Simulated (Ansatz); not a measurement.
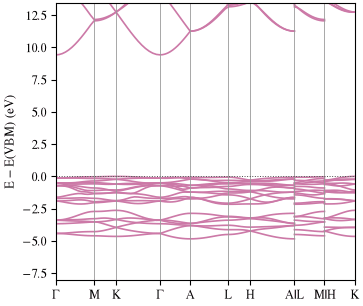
Figure: Band structure from the program Ansatz at the r²SCAN level (PAW)

**Question.** Read off the gap and where the band edges lie.

**Answer.** About 9.4 eV (9.43 eV by a search for the band edges); maximum at K, minimum at Γ.

The material is BeF2 in space group P3_121 (No. 152; Be on 3a, F on 6c).

The first step of the workflow began from a Materials Project structure, measured or hypothetical; the Crystallography Open Database files this formula in space group No. 152, but the cells were not matched. Its standing as an ambient phase is unchecked. The r²SCAN relaxation kept the symmetry of its start; whether a distortion lowers the energy is not shown.

Potentials: the earlier of the program's two PAW sets. The files were generated under PBE; for other functionals the program regenerates the frozen cores, and for LDA and PBEsol the local potential too.
